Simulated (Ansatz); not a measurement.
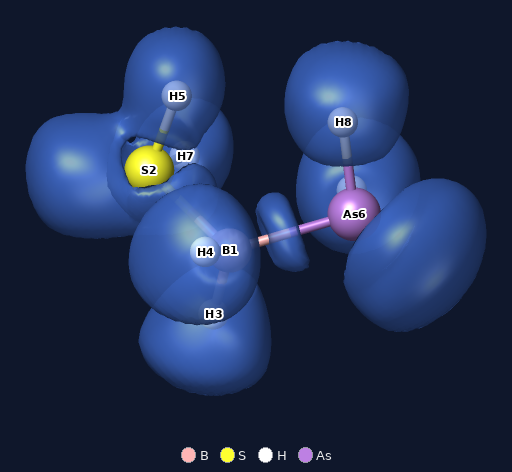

Figure 1: AsBH₆S. Isosurface of the ELF at 0.75 (blue), seen at a tilt. Only the valence region is drawn (cores and ρ < 0.01 e/Å³ removed).

The product side of a reaction path; geometry: PBE0-D4/def2-TZVP.

Level of theory: RKS PBE0-D4/def2-TZVPP in Ansatz.

```yaml
atoms:
  - { symbol: B, position_ang: [-0.7142, -0.3391, -0.6246] }
  - { symbol: S, position_ang: [0.4514, 1.2098, -0.9595] }
  - { symbol: H, position_ang: [-0.4569, -1.0345, -1.5750] }
  - { symbol: H, position_ang: [-1.8046, 0.1706, -0.6894] }
  - { symbol: H, position_ang: [0.3682, 1.8823, 0.2047] }
  - { symbol: As, position_ang: [-0.3617, -1.2707, 1.1787] }
  - { symbol: H, position_ang: [1.6670, 0.7191, -0.6503] }
  - { symbol: H, position_ang: [-0.3116, -0.0098, 2.0418] }
  - { symbol: H, position_ang: [1.1625, -1.3276, 1.0735] }
```

### What do the ELF domains correspond to?

The surface consists of one region between bonded As–B atoms (shared pairs), four regions around hydrogen nuclei, one lobe on As, pointing away from the bonds (lone pairs) and one joined region spread over several atoms (H, S), in which their bonds and any lone pairs are merged. Along the contacts the grid gives the following. B–S (1.97 Å): the ELF peaks at about 0.95 between the atoms; localised, covalent bonding. B–As (2.06 Å): the ELF peaks at about 0.95 between the atoms: localised, covalent bonding.
